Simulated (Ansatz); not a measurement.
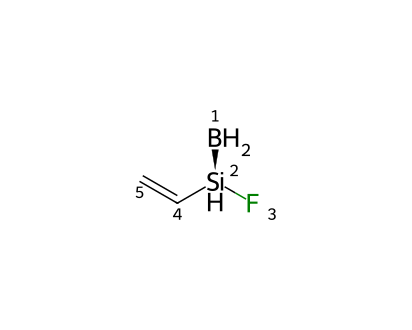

A structural formula, with wedges where it has stereocentres; small numbers name the atoms. The configuration is that of a computed structure (PBE0-D4/def2-TZVP).

> What are the Cahn–Ingold–Prelog descriptors?

Si2: R.
